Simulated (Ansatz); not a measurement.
# CH$_{6}$Si: a changed input and its effect

System: CH$_{6}$Si.
Method of run A: RKS B3LYP-D4/def2-TZVPPD (Ansatz 0.2.0).

The geometry comes from this level: PBE0-D4/def2-TZVPD. Text and figures count atoms from 1; the logs count them from 0 in places.

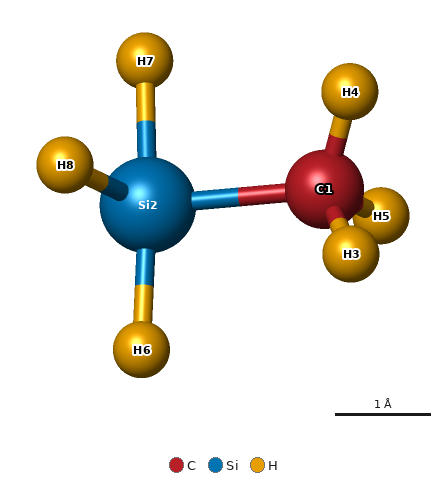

**Figure 1.** The input geometry (ball-and-stick view, seen at a tilt; atoms are numbered from 1 in the order of the input). Bond lengths as drawn: C–H 1.10 Å, C–Si 1.92 Å and H–Si 1.53 to 1.63 Å.

Input, run A:
```yaml
crystal:
  periodic: [false, false, false]
  atoms:
    - {symbol: C, position_ang: [-0.134428, -0.427419, 1.250663]}
    - {symbol: Si, position_ang: [-0.042813, 0.465138, -0.450235]}
    - {symbol: H, position_ang: [-0.952111, -0.041737, 1.870210]}
    - {symbol: H, position_ang: [0.811742, -0.366118, 1.799193]}
    - {symbol: H, position_ang: [-0.338037, -1.489739, 1.063926]}
    - {symbol: H, position_ang: [-1.590229, 0.734294, -0.508492]}
    - {symbol: H, position_ang: [1.541027, 0.118716, -0.597084]}
    - {symbol: H, position_ang: [0.286266, 1.944781, -0.243661]}
basis:
  gaussian: {orbitals: "def2-TZVPPD.json"}
hamiltonian: {xc: {name: B3LYP}, dispersion: d4}
```

Command:
```bash
ansatz run in.yaml --threads 4 --pin off --events-out ev --progress --plain --max-ram 9574MiB
```

Hardware: 4 threads of Intel Xeon, 15 GiB of memory available, shared host.

Output (run A):
```
Functional definition: B3LYP
  parameter a0 = 0.2
  parameter ax = 0.72
  parameter ac = 0.81
  exchange = (1 - a0 - ax)*slater_x + ax*b88_x + a0*exact_x
  correlation = (1 - ac)*vwn_rpa_c + ac*lyp_c
843 factors; their error is unknown
mean field evaluation 1: about -9005.0240 eV, gradient 5.5e1 eV
mean field evaluation 2: about -8997.9384 eV, gradient 6.9e1 eV
mean field evaluation 4: about -9012.0352 eV, gradient 1.5e0 eV
mean field evaluation 8: about -9012.0385 eV, gradient 6.0e-2 eV
mean field -9012.03849749 eV, -331.1863062036 hartree, gradient 3.7e-5 eV, S^2 0.000000; 0 other end points of the search recorded, 0 dependent functions left out
reference -9012.03875550 eV, -331.1863156854 hartree; 13, 13 occupied and 174, 174 virtual orbitals, 843 factors
Total energy: -9012.20687389 eV, -331.1924939224 hartree
```

The input of run B differs as follows (lines with − go, lines with + come):
```diff
-    - {symbol: C, position_ang: [-0.134428, -0.427419, 1.250663]}
-    - {symbol: Si, position_ang: [-0.042813, 0.465138, -0.450235]}
-    - {symbol: H, position_ang: [-0.952111, -0.041737, 1.870210]}
-    - {symbol: H, position_ang: [0.811742, -0.366118, 1.799193]}
-    - {symbol: H, position_ang: [-0.338037, -1.489739, 1.063926]}
-    - {symbol: H, position_ang: [-1.590229, 0.734294, -0.508492]}
-    - {symbol: H, position_ang: [1.541027, 0.118716, -0.597084]}
-    - {symbol: H, position_ang: [0.286266, 1.944781, -0.243661]}
+    - {symbol: C, position_ang: [-0.125735, -0.407461, 1.356013]}
+    - {symbol: Si, position_ang: [0.013430, 0.587097, -0.222284]}
+    - {symbol: H, position_ang: [-0.931765, -0.025323, 1.986252]}
+    - {symbol: H, position_ang: [0.803497, -0.360205, 1.928047]}
+    - {symbol: H, position_ang: [-0.335572, -1.456525, 1.135800]}
+    - {symbol: H, position_ang: [-1.254015, 0.520748, -0.999259]}
+    - {symbol: H, position_ang: [1.111987, 0.063560, -1.078731]}
+    - {symbol: H, position_ang: [0.299588, 2.016024, 0.078683]}
```

Predict how the results change.

With the same method and basis, run B lies 47.6 kcal/mol lower.

Output (run B):
```
Functional definition: B3LYP
  parameter a0 = 0.2
  parameter ax = 0.72
  parameter ac = 0.81
  exchange = (1 - a0 - ax)*slater_x + ax*b88_x + a0*exact_x
  correlation = (1 - ac)*vwn_rpa_c + ac*lyp_c
843 factors; their error is unknown
mean field evaluation 1: about -9008.0828 eV, gradient 5.2e1 eV
mean field evaluation 2: about -9004.2674 eV, gradient 6.0e1 eV
mean field evaluation 4: about -9014.1047 eV, gradient 9.4e-1 eV
mean field evaluation 8: about -9014.1044 eV, gradient 1.5e-2 eV
mean field -9014.10436323 eV, -331.2622253693 hartree, gradient 3.4e-5 eV, S^2 0.000000; 0 other end points of the search recorded, 0 dependent functions left out
reference -9014.10461370 eV, -331.2622345741 hartree; 13, 13 occupied and 174, 174 virtual orbitals, 843 factors
Total energy: -9014.26903909 eV, -331.2682770955 hartree
```

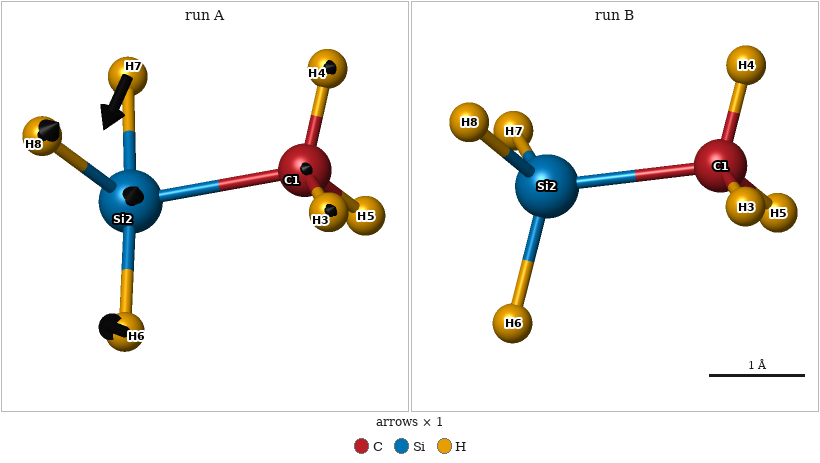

**Figure 2.** The two input geometries at one scale (ball-and-stick view, seen at a tilt). The black arrows on the first give the shifts of the atoms after the best rigid fit, at true length. The atom that moves furthest after the best rigid fit is H7 (0.64 Å). Largest moves by element: H 0.64 Å, Si 0.27 Å, C 0.10 Å. Among the contacts that change: Si2–H7 1.628 → 1.488 Å, Si2–H6 1.572 → 1.488 Å, C1–Si2 1.923 → 1.871 Å, Si2–H8 1.530 → 1.488 Å.

The two runs side by side:

| quantity | run A | run B |
| --- | --- | --- |
| outcome | converged | converged |
| total energy (hartree) | −331.192494 | −331.268277 |
| basis functions | 187 | 187 |
| wall time (shared host) | 0.75 s | 0.75 s |
